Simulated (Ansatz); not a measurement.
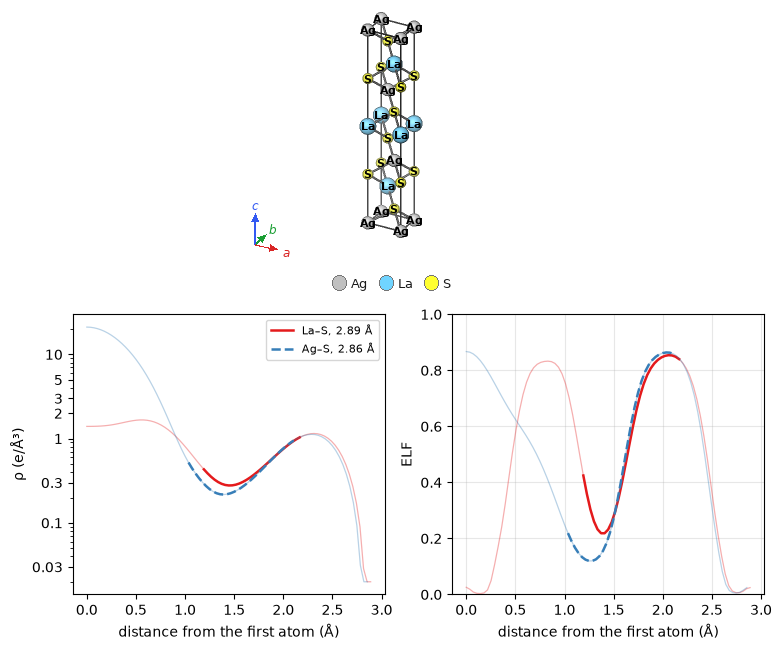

*LaAgS2. Valence electron density and electron localisation function along straight lines between neighbouring atoms. Thin, pale parts lie inside the atomic spheres. The structure is drawn too.*

Space group R-3m; started from the I-III-VI2 or I-V-VI2 ordering on rocksalt lattice prototype, which need not be the ambient phase.

Method: DFT, PBE, plane waves, PAW (Ansatz).

The density is the valence pseudo-density of a PAW calculation; it isn't the true density close to the nuclei.

The calculation's input:

```
crystal:
  lattice:
    - [2.130035733, 1.2297767038, 5.9292429082]
    - [-2.130035733, 1.2297767038, 5.9292429082]
    - [0.0, -2.4595534076, 5.9292429082]
  atoms:
    - { symbol: Ag, position: [1.0, 0.0, 0.0] }
    - { symbol: La, position: [0.5, 0.5, 0.5] }
    - { symbol: S, position: [0.2517964132, 0.2517964132, 0.2517964132] }
    - { symbol: S, position: [0.7482035868, 0.7482035868, 0.7482035868] }
kpoints:
  mp_grid: { grid: [8, 8, 8] }
  band_path:
    path:
      - [0.0, 0.0, 0.0]
      - [0.5, 0.5, 0.5]
      - [0.8046544142, 0.1953455858, 0.5]
      - [0.5, -0.1953455858, 0.1953455858]
      - [0.5, 0.0, 0.0]
      - [0.3476727929, -0.3476727929, 0.0]
      - [0.6523272071, 0.0, 0.3476727929]
      - [0.5, 0.0, 0.5]
      - [0.0, 0.25, 0.25]
      - [0.002604, 0.257812, 0.257812]
      - [0.026042, 0.296875, 0.296875]
    npoints: 1
hamiltonian:
  xc: pbe
scf:
  occupations: { method: fermi_dirac, width: 0.02 }
  n_extra_bands: 5
output:
  forces: true
  stress: true
  eigenvalues: true
  write_density: true
  write_potential: true
  elf: true
  volumetric_format: npy
```

Command:

```sh
ansatz run input.yaml --threads 4 --pin off --max-ram 4608MiB --backend cpu --events-out ev --progress --plain --runs-dir out
```

Below, planes, directions and counts refer to the conventional cell (a = 4.26 Å, b = 4.26 Å, c = 17.79 Å, α = 90.00°, β = 90.00°, γ = 120.00°).

**Compare the contacts.**

La–S (2.89 Å): ρ is about 0.28 e/Å³ halfway; the ELF peaks at about 0.85 in the valence shell of S, 0.8 Å from its nucleus, and drops to about 0.20 between the two atoms: a largely ionic contact.
Ag–S (2.86 Å): ρ at the midpoint is about 0.22 e/Å³; the ELF peaks at about 0.85 in the valence shell of S, 0.8 Å from its nucleus, and drops to about 0.10 between the two atoms.
